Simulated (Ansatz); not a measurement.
A computed series for AlAs: carrier doping

Base system: AlAs in the zinc blende structure (space group F-43m, No. 216; a = 5.7284 Å).

Carriers are added at fixed cell with a uniform background; the Fermi–Dirac width is that of 300 K.

Method: Ansatz (a first-principles code), PBE, PAW, cutoff 420 eV, no SOC.

Notes on the quantities. Fermi level from band edge: Fermi level relative to the doped band's edge (positive inside the band; to 0.05 eV).

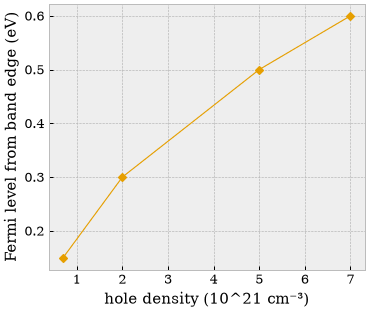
Figure: Fermi level from band edge against hole density

```json
[
 {"hole density (10^21 cm⁻³)": "0.7", "Fermi level from band edge": "+0.15 eV"},
 {"hole density (10^21 cm⁻³)": "2", "Fermi level from band edge": "+0.30 eV"},
 {"hole density (10^21 cm⁻³)": "5", "Fermi level from band edge": "+0.50 eV"},
 {"hole density (10^21 cm⁻³)": "7", "Fermi level from band edge": "+0.60 eV"}
]
```

Carriers are added with a uniform compensating background; total energy and stress of such cells depend on the potential's zero and are not compared; many-body gap narrowing is missing at this level. No phonon test of stability was made.
